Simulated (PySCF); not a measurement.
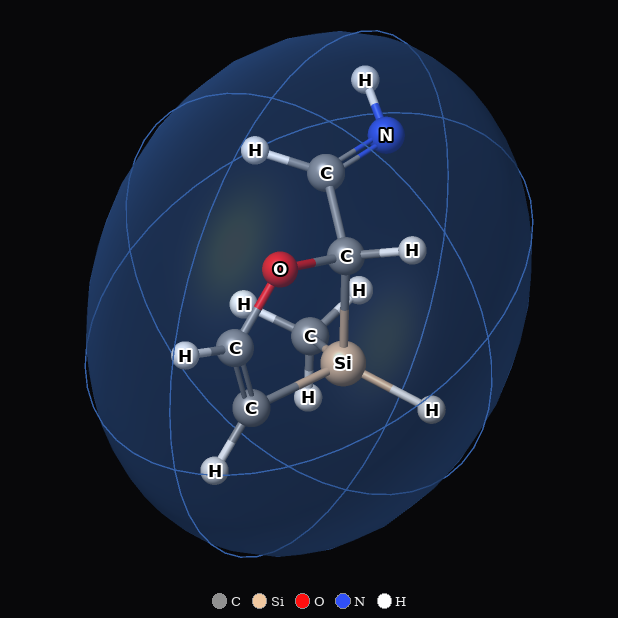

The ellipsoid shows the static dipole polarisability: its half-axes are proportional to the principal values. The geometry was computed by an optimisation with GFN2-xTB. No frequency run is at hand to confirm it as a minimum. Level of theory: CAM-B3LYP/def2-SVPD (PySCF 2.14.0).

Question: Give the principal values, the mean and the anisotropy.

Answer: Principal values 76.1, 95.8, 105.2 bohr³; mean 92.4 bohr³ (13.69 Å³); anisotropy 25.7 bohr³, so the longest axis is 1.38 times the shortest.

The geometry is semi-empirical. Around Si such bond lengths and angles can be off by a tenth of an ångström or more and by several degrees, and values that hang on the shape move with them.
